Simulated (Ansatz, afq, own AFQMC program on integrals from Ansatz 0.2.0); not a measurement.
# GeH₄+ (doublet): AFQMC on the coupled-cluster ladder at distance Ge1–H3 = 1.277 Å, cc-pVDZ, part 2 of 2

Ansatz 0.2.0, Gaussian basis, and an in-house AFQMC program (afq) on its integrals; all values are calculated; cc-pVDZ, frozen cores. Earlier steps stand in the parts before.

## Step 11: Phaseless AFQMC, single-determinant trial on UHF

It reads the integrals that the CCSD(T) run on this determinant wrote.

Launch:

```bash
$ afq ham --method phaseless --trial hf --walkers 120 --populations 1 --least-time 40 --time-step 0.005 --steps-per-block 20 --equilibration-blocks 112 --max-blocks 600 --target-error 0.0009600000000000001 --factor-cut 1e-05 --start spin_pure --seed 1731 --taylor-order 6
```

Output:

```text
orbitals 33  electrons 4 3  factors 266 of 497
reference energy -2077.19502437 Eh
CCSD correlation -0.12802583 Eh in 12 cycles, weight of the determinant in the CISD state 0.9048
energy of the start -2077.196035 Eh
 block  time / (1/Eh)  mean weight  energy / Eh
     1     0.100  1.0005  -2077.217851
     2     0.200  1.0010  -2077.233725
     3     0.300  1.0003  -2077.248131
     4     0.400  1.0007  -2077.256871
     5     0.500  1.0010  -2077.264048
     6     0.600  0.9998  -2077.273917
     7     0.700  1.0005  -2077.282195
     8     0.800  1.0004  -2077.288371
     9     0.900  1.0011  -2077.293379
    10     1.000  1.0010  -2077.295991
    18     1.800  1.0000  -2077.314090
    35     3.500  1.0003  -2077.324155
    52     5.200  0.9997  -2077.317198
    69     6.900  1.0005  -2077.326795
    86     8.600  0.9987  -2077.323664
   103    10.300  0.9996  -2077.305139
   120    12.000  1.0009  -2077.328198
   137    13.700  1.0005  -2077.334154
   154    15.400  0.9997  -2077.332421
   171    17.100  1.0008  -2077.327667
   188    18.800  0.9999  -2077.334790
   205    20.500  0.9982  -2077.321065
   222    22.200  1.0017  -2077.340830
   239    23.900  1.0006  -2077.317178
   256    25.600  1.0003  -2077.327310
   273    27.300  1.0012  -2077.338878
   290    29.000  0.9994  -2077.310940
   307    30.700  0.9989  -2077.317695
   324    32.400  1.0003  -2077.318143
   341    34.100  1.0004  -2077.325566
   358    35.800  1.0000  -2077.319124
   375    37.500  1.0000  -2077.329485
   392    39.200  0.9994  -2077.328123
   409    40.900  1.0000  -2077.312089
   426    42.600  1.0001  -2077.332341
   443    44.300  0.9975  -2077.326624
   460    46.000  1.0015  -2077.339556
   477    47.700  1.0002  -2077.335776
   494    49.400  0.9983  -2077.322759
   511    51.100  1.0023  -2077.315266
   528    52.800  0.9987  -2077.329140
   545    54.500  0.9985  -2077.333875
   562    56.200  0.9988  -2077.312907
   579    57.900  0.9999  -2077.312961
   596    59.600  0.9989  -2077.316438
   613    61.300  0.9997  -2077.328419
   630    63.000  1.0010  -2077.318266
   647    64.700  0.9996  -2077.309828
   664    66.400  1.0008  -2077.322771
   681    68.100  0.9996  -2077.317406
   698    69.800  0.9995  -2077.339778
blocks merged  error / Eh  count
     1  0.000357  600
     2  0.000478  300
     4  0.000639  150
     8  0.000818  75
    16  0.000998  37
    32  0.001227  18
    64  0.001335  9
energy -2077.324784 +/- 0.001227 Eh
```

It took 1.8 min on 1 thread of Intel Xeon 6975P-C (Granite Rapids), shared host.

Energy -56526.8870 ± 0.0334 eV. Caveats: constraint bias not in the error.

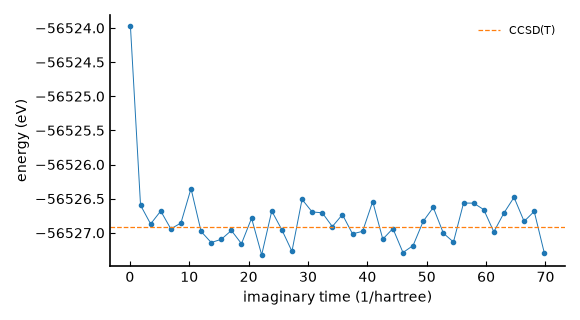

Block energies along the walk.

## Step 12: Free-projection AFQMC, CISD trial on UHF

It reads the integrals that the CCSD(T) run on this determinant wrote.

Launch:

```bash
$ afq ham --method free --trial cisd --walkers 60 --time-step 0.03 --max-blocks 80 --target-error 0.00032 --factor-cut 1e-05 --seed 2533 --times 0,0.3,0.6,1.2,1.8,2.4,3.6,4.8,6 --taylor-order 8
```

Output:

```text
orbitals 33  electrons 4 3  factors 266 of 497
reference energy -2077.19502437 Eh
CCSD correlation -0.12802583 Eh in 12 cycles, weight of the determinant in the CISD state 0.9048
repeat  energy at the last time / Eh  error
    10  -2077.328042  0.001000
    20  -2077.327723  0.000630
    30  -2077.327881  0.000544
    40  -2077.327506  0.000435
    50  -2077.327459  0.000408
    60  -2077.327410  0.000353
    70  -2077.327354  0.000347
    80  -2077.327172  0.000328
time / (1/Eh)  energy / Eh  error  mean overlap
  0.00  -2077.323012  0.000046  1.1045
  0.30  -2077.324860  0.000072  1.1055
  0.60  -2077.325741  0.000079  1.1042
  1.20  -2077.326672  0.000098  1.0925
  1.80  -2077.326883  0.000109  1.0863
  2.40  -2077.327009  0.000152  1.0791
  3.60  -2077.326924  0.000161  1.0774
  4.80  -2077.326889  0.000210  1.1045
  6.00  -2077.327172  0.000328  1.0517
energy -2077.327172 +/- 0.000328 Eh
```

Wall time 1.9 min (1 thread of Intel Xeon 6975P-C (Granite Rapids), shared host).

Energy -56526.9520 ± 0.0089 eV. Caveats: remainder of the start not in the error.

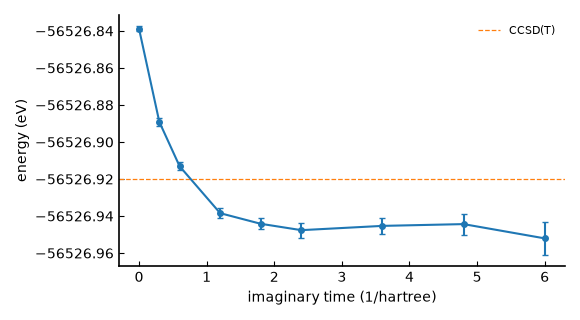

Energy against projection time, with error bars.

## Step 13: Phaseless AFQMC, CISD trial on UHF (settings varied)

It reads the integrals that the CCSD(T) run on this determinant wrote.

Launch:

```bash
$ afq ham --method phaseless --trial cisd --walkers 40 --populations 1 --least-time 40 --time-step 0.01 --steps-per-block 25 --equilibration-blocks 40 --max-blocks 240 --target-error 0.00064 --factor-cut 1e-05 --start determinant --seed 8892 --release-times 0.5,1,2 --release-step 0.02 --release-every 4 --taylor-order 6
```

Output:

```text
orbitals 33  electrons 4 3  factors 266 of 497
reference energy -2077.19502437 Eh
CCSD correlation -0.12802583 Eh in 12 cycles, weight of the determinant in the CISD state 0.9048
energy of the start -2077.323050 Eh
 block  time / (1/Eh)  mean weight  energy / Eh
     1     0.250  1.0026  -2077.322190
     2     0.500  0.9978  -2077.322805
     3     0.750  1.0018  -2077.323295
     4     1.000  0.9981  -2077.323168
     5     1.250  1.0038  -2077.323331
     6     1.500  0.9990  -2077.324444
     7     1.750  0.9999  -2077.324605
     8     2.000  1.0023  -2077.323988
     9     2.250  0.9982  -2077.325613
    10     2.500  1.0019  -2077.326631
    11     2.750  0.9975  -2077.326085
    16     4.000  0.9983  -2077.325761
    21     5.250  0.9982  -2077.327579
    26     6.500  0.9999  -2077.327004
    31     7.750  1.0020  -2077.325659
    36     9.000  1.0014  -2077.327079
    41    10.250  0.9998  -2077.325390
    46    11.500  1.0003  -2077.326680
    51    12.750  0.9974  -2077.324457
    56    14.000  0.9964  -2077.326785
    61    15.250  0.9962  -2077.325329
    66    16.500  1.0010  -2077.326538
    71    17.750  1.0033  -2077.325811
    76    19.000  1.0035  -2077.325212
    81    20.250  0.9960  -2077.327222
    86    21.500  0.9997  -2077.326314
    91    22.750  1.0024  -2077.327289
    96    24.000  1.0035  -2077.325253
   101    25.250  1.0037  -2077.325168
   106    26.500  1.0026  -2077.324965
   111    27.750  1.0005  -2077.324981
   116    29.000  1.0008  -2077.325866
   121    30.250  0.9996  -2077.327296
   126    31.500  0.9973  -2077.324691
   131    32.750  1.0007  -2077.325432
   136    34.000  0.9986  -2077.325286
   141    35.250  1.0036  -2077.324111
   146    36.500  1.0036  -2077.324973
   151    37.750  1.0015  -2077.325604
   156    39.000  1.0013  -2077.328432
   161    40.250  1.0036  -2077.330182
   166    41.500  0.9990  -2077.330052
   171    42.750  1.0012  -2077.328711
   176    44.000  1.0011  -2077.326961
   181    45.250  0.9984  -2077.324325
   186    46.500  0.9966  -2077.324662
   191    47.750  0.9982  -2077.325395
   196    49.000  1.0005  -2077.325229
blocks merged  error / Eh  count
     1  0.000147  160
     2  0.000183  80
     4  0.000234  40
     8  0.000278  20
    16  0.000334  10
released: time / (1/Eh)  energy / Eh  error  mean overlap
  0.50  -2077.326370  0.000248  0.9964
  1.00  -2077.326535  0.000216  0.9841
  2.00  -2077.326718  0.000286  0.9777
energy -2077.326231 +/- 0.000278 Eh
```

It took 47 s on 1 thread of Intel Xeon 6975P-C (Granite Rapids), shared host.

Energy -56526.9264 ± 0.0076 eV. Caveats: constraint bias not in the error. The error still grows with block length (0.0064 to 0.0091 eV), so the bar may be too small.

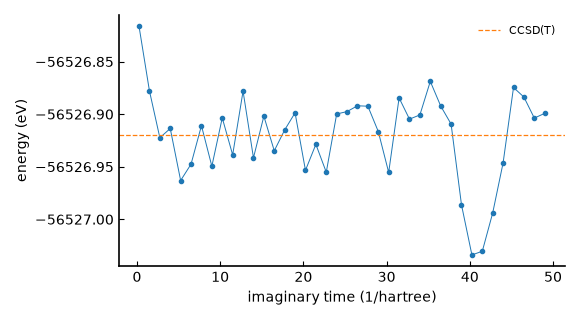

Block energies along the walk.

## Step 14: All levels side by side

On the UHF determinant, counted from CCSDT(Q) (a yardstick, not exact):

| level | energy (eV) | from CCSDT(Q) (kJ/mol) | statistical error (kJ/mol) | time |
| --- | --- | --- | --- | --- |
| HF | -56523.3561 | +346.5 |  |  |
| MP2 | -56525.9770 | +93.6 |  |  |
| CCSD | -56526.8399 | +10.4 |  |  |
| CCSD(T) | -56526.9201 | +2.7 |  |  |
| CCSDT(Q) | -56526.9476 | 0.0 |  |  |
| Phaseless AFQMC, CISD trial, step 0.005, 60 walkers | -56526.9234 | +2.3 | 0.3 | 90 s |
| Phaseless AFQMC, single-determinant trial, step 0.005, 120 walkers | -56526.8870 | +5.8 | 3.2 | 1.8 min |
| Free-projection AFQMC, CISD trial, step 0.03, 60 walkers | -56526.9520 | -0.4 | 0.9 | 1.9 min |
| Phaseless AFQMC, CISD trial, step 0.01, 40 walkers | -56526.9264 | +2.0 | 0.7 | 47 s |

The functionals' totals stand on their own zeros and serve differences with other points: PBE -56560.917 eV; r2SCAN -56569.381 eV; PBE0 -56562.411 eV; B3LYP -56571.081 eV; wB97M-V -56565.871 eV; B2PLYP -56557.903 eV.

## Step 15: What came out

What follows sums up all 2 parts.

```
                                                      quantity              value
                                  CCSD(T) on UHF from CCSDT(Q)        +2.7 kJ/mol
              Phaseless AFQMC, CISD trial on UHF from CCSDT(Q)  +2.3 ± 0.3 kJ/mol
Phaseless AFQMC, single-determinant trial on UHF from CCSDT(Q)  +5.8 ± 3.2 kJ/mol
        Free-projection AFQMC, CISD trial on UHF from CCSDT(Q)  -0.4 ± 0.9 kJ/mol
```

What this shows: On UHF the phaseless walk with the CISD trial lies +2.3 kJ/mol from CCSDT(Q), 7 times its error bar. Free projection has no constraint; at the last time it gives -0.4 ± 0.9 kJ/mol, and from a start that isn't spin pure other spins can mix in. Error bars are statistical and leave out the constraint, the time step and what remains of the start.
